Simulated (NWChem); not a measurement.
# One shape, several levels: C2H2F2 (vinylidene fluoride)

Wanted: a comparison of 3 runs (HF/aug-cc-pVDZ, MP2/aug-cc-pVDZ, CCSD/aug-cc-pVDZ) of C2H2F2 (vinylidene fluoride). The job is set up through an ASE script.

Program for the calculation: NWChem 7.3.0.

### 1 The system as given

The species is C2H2F2 (6 atoms), meant as a singlet with charge 0. As SMILES, `C=C(F)F`. The C2–F3 distance was set to 1.707 Å, away from the relaxed value.

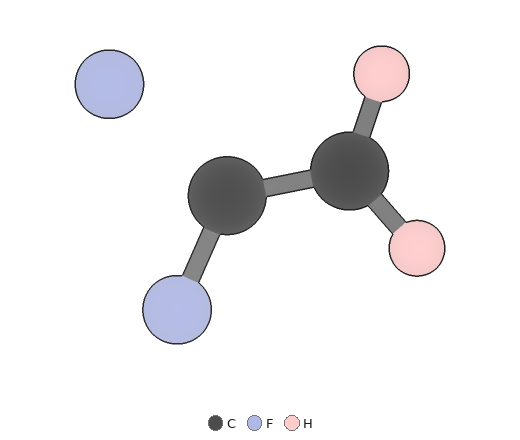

Viewed from a chosen angle; carbon dark grey, fluorine light blue, hydrogen pink.

### 2 A single-point energy at HF/aug-cc-pVDZ (run 1)

Input file sp.xyz:

```xyz
6

C      0.052064     0.461700    -0.900636
C      0.272964    -0.403900     0.063864
F     -0.454900    -0.363600     1.607600
F      1.087164    -1.431400    -0.013236
H      0.562164     0.351300    -1.844636
H     -0.637636     1.275500    -0.740436
```

Input file run.py:

```python
from ase.io import read
from ase.calculators.nwchem import NWChem

atoms = read('sp.xyz')

calc = NWChem(
    label='sp',
    theory='scf',
    memory='2200 mb',
    basis='aug-cc-pVDZ',
    basispar='spherical bse',
    scf={'nopen': '0', 'rhf': None, 'thresh': '1e-08', 'maxiter': '80', 'print': 'low'},
    task='energy',
)
atoms.calc = calc

print(f"energy = {atoms.get_potential_energy():.6f} eV")
```

On the command line:

```bash
export ASE_NWCHEM_COMMAND="nwchem PREFIX.nwi > PREFIX.nwo"
python run.py
```

The log of the run:

```text
energy = -7502.255690 eV
```

The calculator wrote sp.nwi:

```
title "sp"

permanent_dir sp

scratch_dir sp

start sp

geometry units angstrom nocenter noautosym noautoz
  C  5.2063999999999999e-02 4.6170000000000000e-01 -9.0063599999999999e-01
  C  2.7296399999999998e-01 -4.0389999999999998e-01 6.3864000000000004e-02
  F  -4.5490000000000003e-01 -3.6359999999999998e-01 1.6075999999999999e+00
  F  1.0871640000000000e+00 -1.4314000000000000e+00 -1.3236000000000000e-02
  H  5.6216400000000000e-01 3.5130000000000000e-01 -1.8446359999999999e+00
  H  -6.3763599999999998e-01 1.2755000000000001e+00 -7.4043599999999998e-01
end

memory 2200 mb

basis spherical bse noprint
   * library aug-cc-pVDZ
end

scf
  nopen 0
  rhf
  thresh 1e-08
  maxiter 80
  print low
end

task scf energy
```

sp.nwo:

```text
Northwest Computational Chemistry Package (NWChem) 7.3.0
             --------------------------------------------------------

           Job information
           ---------------

    nwchem branch   = 7.3.0
    use scalapack   = T
    input           = sp.nwi
    prefix          = sp.
    data base       = sp/sp.db
    status          = startup
    nproc           =        1

           Memory information
           ------------------

    heap     =     72089594 doubles =      550.0 Mbytes
    stack    =     72089599 doubles =      550.0 Mbytes
    global   =    144179200 doubles =     1100.0 Mbytes (distinct from heap & stack)
    total    =    288358393 doubles =     2200.0 Mbytes
    verify   = yes
    hardfail = no

[... 38 lines left out ...]
            Nuclear Dipole moment (a.u.)
[... 42 lines left out ...]
                                 NWChem SCF Module
                                 -----------------

                                        sp

  ao basis        = "ao basis"
  functions       =   110
  atoms           =     6
  closed shells   =    16
  open shells     =     0
  charge          =   0.00
  wavefunction    = RHF
  input vectors   = atomic
  output vectors  = sp/sp.movecs
  use symmetry    = F
  symmetry adapt  = F

 Forming initial guess at       0.0s

 Starting SCF solution at       0.5s

       Final RHF  results
       ------------------

         Total SCF energy =   -275.702813634282
      One-electron energy =   -596.984811589699
      Two-electron energy =    212.663203963737
 Nuclear repulsion energy =    108.618793991680

        Time for solution =     27.7s

 Task  times  cpu:       28.2s     wall:       28.2s
 Total times  cpu:       28.2s     wall:       28.2s
```

Wall time 29 s (1 thread of Intel Xeon 6975P-C (Granite Rapids), shared host); peak memory 0.1 GiB.

### 3 A single-point energy at MP2/aug-cc-pVDZ (run 2)

Input file run.py:

```python
from ase import Atoms
from ase.calculators.nwchem import NWChem

mol = Atoms('CCFFHH', positions=[
    [0.052064, 0.461700, -0.900636],
    [0.272964, -0.403900, 0.063864],
    [-0.454900, -0.363600, 1.607600],
    [1.087164, -1.431400, -0.013236],
    [0.562164, 0.351300, -1.844636],
    [-0.637636, 1.275500, -0.740436],
])

calc = NWChem(
    label='geom',
    theory='mp2',
    memory='2200 mb',
    basis='aug-cc-pVDZ',
    basispar='spherical bse',
    scf={'nopen': '0', 'rhf': None, 'thresh': '1e-08', 'maxiter': '80'},
    mp2={'freeze': 'core 4', 'tight': None},
    task='energy',
)
mol.calc = calc

e = mol.get_potential_energy()
print(f"E = {e:.6f} eV")
```

On the command line:

```bash
export ASE_NWCHEM_COMMAND="nwchem PREFIX.nwi > PREFIX.nwo"
python run.py
```

The log of the run:

```text
E = -7521.186234 eV
```

The calculator wrote geom.nwi:

```
title "geom"

permanent_dir geom

scratch_dir geom

start geom

geometry units angstrom nocenter noautosym noautoz
  C  5.2063999999999999e-02 4.6170000000000000e-01 -9.0063599999999999e-01
  C  2.7296399999999998e-01 -4.0389999999999998e-01 6.3864000000000004e-02
  F  -4.5490000000000003e-01 -3.6359999999999998e-01 1.6075999999999999e+00
  F  1.0871640000000000e+00 -1.4314000000000000e+00 -1.3236000000000000e-02
  H  5.6216400000000000e-01 3.5130000000000000e-01 -1.8446359999999999e+00
  H  -6.3763599999999998e-01 1.2755000000000001e+00 -7.4043599999999998e-01
end

memory 2200 mb

basis spherical bse noprint
   * library aug-cc-pVDZ
end

scf
  nopen 0
  rhf
  thresh 1e-08
  maxiter 80
end
mp2
  freeze core 4
  tight
end

task mp2 energy
```

geom.nwo:

```text
Northwest Computational Chemistry Package (NWChem) 7.3.0
             --------------------------------------------------------

           Job information
           ---------------

    nwchem branch   = 7.3.0
    use scalapack   = T
    input           = geom.nwi
    prefix          = geom.
    data base       = geom/geom.db
    status          = startup
    nproc           =        1

           Memory information
           ------------------

    heap     =     72089594 doubles =      550.0 Mbytes
    stack    =     72089599 doubles =      550.0 Mbytes
    global   =    144179200 doubles =     1100.0 Mbytes (distinct from heap & stack)
    total    =    288358393 doubles =     2200.0 Mbytes
    verify   = yes
    hardfail = no

[... 127 lines left out ...]
 Convergence threshold     :          1.000E-08
[... 13 lines left out ...]
       Final RHF  results
[... 3 lines left out ...]
      One-electron energy =   -596.984811589699
[... 1 line left out ...]
 Nuclear repulsion energy =    108.618793991680
[... 34 lines left out ...]
                       ROHF Final Molecular Orbital Analysis
[... 337 lines left out ...]
          -------------------------------------------
          SCF energy                -275.702813634282
          Correlation energy          -0.695684669320
          Singlet pairs               -0.421132421745
          Triplet pairs               -0.274552247574
          Total MP2 energy          -276.398498303602
          -------------------------------------------

          ---------------------------------------------------
                    Spin Component Scaled (SCS) MP2
          Same spin pairs                     -0.183034831716
          Same spin scaling factor             0.333333333333
          Opposite spin pairs                 -0.512649837604
          Opposite spin scaling fact.          1.200000000000
          SCS-MP2 correlation energy          -0.676191415696
          Total SCS-MP2 energy              -276.379005049978
          ---------------------------------------------------

 -----------------------
 Task  times  cpu:       32.2s     wall:       32.2s
 Total times  cpu:       32.2s     wall:       32.2s
```

Wall time 33 s (1 thread of Intel Xeon 6975P-C (Granite Rapids), shared host); peak memory 0.35 GiB.

### 4 The energy at CCSD/aug-cc-pVDZ (run 3)

Input file run.py:

```python
from ase import Atoms
from ase.calculators.nwchem import NWChem

system = Atoms(['C', 'C', 'F', 'F', 'H', 'H'], positions=[
    [0.052064, 0.461700, -0.900636],
    [0.272964, -0.403900, 0.063864],
    [-0.454900, -0.363600, 1.607600],
    [1.087164, -1.431400, -0.013236],
    [0.562164, 0.351300, -1.844636],
    [-0.637636, 1.275500, -0.740436],
])

calc = NWChem(
    label='work',
    theory='ccsd',
    memory='2200 mb',
    basis='aug-cc-pVDZ',
    basispar='spherical bse',
    scf={'nopen': '0', 'rhf': None, 'thresh': '1e-08', 'maxiter': '80'},
    ccsd={'freeze': 'core 4', 'maxiter': '60'},
    task='energy',
)
system.calc = calc

print("Total energy (eV):", round(system.get_potential_energy(), 6))
```

On the command line:

```bash
export ASE_NWCHEM_COMMAND="nwchem PREFIX.nwi > PREFIX.nwo"
python run.py
```

The log of the run:

```text
Total energy (eV): -7521.681783
```

The calculator wrote work.nwi:

```
title "work"

permanent_dir work

scratch_dir work

start work

geometry units angstrom nocenter noautosym noautoz
  C  5.2063999999999999e-02 4.6170000000000000e-01 -9.0063599999999999e-01
  C  2.7296399999999998e-01 -4.0389999999999998e-01 6.3864000000000004e-02
  F  -4.5490000000000003e-01 -3.6359999999999998e-01 1.6075999999999999e+00
  F  1.0871640000000000e+00 -1.4314000000000000e+00 -1.3236000000000000e-02
  H  5.6216400000000000e-01 3.5130000000000000e-01 -1.8446359999999999e+00
  H  -6.3763599999999998e-01 1.2755000000000001e+00 -7.4043599999999998e-01
end

memory 2200 mb

basis spherical bse noprint
   * library aug-cc-pVDZ
end

scf
  nopen 0
  rhf
  thresh 1e-08
  maxiter 80
end
ccsd
  freeze core 4
  maxiter 60
end

task ccsd energy
```

work.nwo:

```text
Northwest Computational Chemistry Package (NWChem) 7.3.0
             --------------------------------------------------------

           Job information
           ---------------

    nwchem branch   = 7.3.0
    use scalapack   = T
    input           = work.nwi
    prefix          = work.
    data base       = work/work.db
    status          = startup
    nproc           =        1

           Memory information
           ------------------

    heap     =     72089600 doubles =      550.0 Mbytes
    stack    =     72089597 doubles =      550.0 Mbytes
    global   =    144179200 doubles =     1100.0 Mbytes (distinct from heap & stack)
    total    =    288358397 doubles =     2200.0 Mbytes
    verify   = yes
    hardfail = no

[... 125 lines left out ...]
         Quadratically convergent ROHF
[... 15 lines left out ...]
       Final RHF  results
[... 4 lines left out ...]
      Two-electron energy =    212.663203963737
[... 35 lines left out ...]
                       ROHF Final Molecular Orbital Analysis
[... 324 lines left out ...]
 Total MP2 energy:           -276.398498303601286
[... 21 lines left out ...]
  Failed reading restart vector from work/work.t2
[... 3 lines left out ...]
             energy      energy      error      ampl     ampl      Block
[... 6 lines left out ...]
                  *************converged*************
[... 6 lines left out ...]
 Total CCSD energy:           -276.416709403125026
[... 1 line left out ...]
 --------------------------------
 Spin Component Scaled (SCS) CCSD
 --------------------------------
 Same spin contribution:                 -0.160736376576204
 Same spin scaling factor:                1.130000000000000
 Opposite spin contribution:             -0.553159392266878
 Opposite spin scaling fact.:             1.270000000000000
 SCS-CCSD correlation energy:            -0.884144533710045
 Total SCS-CCSD energy:                -276.586958167992009

 routine      calls  cpu(0)   cpu-min  cpu-ave  cpu-max   i/o
 aoccsd          1     0.03     0.03     0.03     0.03    0.00
 iterdrv         1     0.06     0.06     0.06     0.06    0.00
 pampt          14     0.29     0.29     0.29     0.29    0.00
[... 9 lines of this table left out ...]
 Total               169.15   169.15   169.15   169.15    0.00

 Task  times  cpu:      204.0s     wall:      204.0s
 Total times  cpu:      204.0s     wall:      204.0s
```

Wall time 3.4 min (1 thread of Intel Xeon 6975P-C (Granite Rapids), shared host); peak memory 0.3 GiB.

### 5 Overview of the runs

```
run             level  module  frozen core orbitals  energy (Eh)  wall time
  1    HF/aug-cc-pVDZ     scf                     –  -275.702814       29 s
  2   MP2/aug-cc-pVDZ     mp2                     4  -276.398498       33 s
  3  CCSD/aug-cc-pVDZ    ccsd                     4  -276.416709    3.4 min
```

### 6 Summary of results

```
                                          quantity          value
                               run 3: total energy  -276.41671 Eh
        run 3: HOMO energy (Hartree–Fock orbitals)      -11.75 eV
        run 3: LUMO energy (Hartree–Fock orbitals)        0.83 eV
      run 3: HOMO–LUMO gap (Hartree–Fock orbitals)       12.59 eV
run 3: correlation energy (4 core orbitals frozen)     -713.9 mEh
```

Below the HF energy at the same shape and in the same basis (aug-cc-pVDZ): MP2 -695.7 mEh; CCSD -713.9 mEh. All runs together took 4.5 min, the longest 3.4 min.
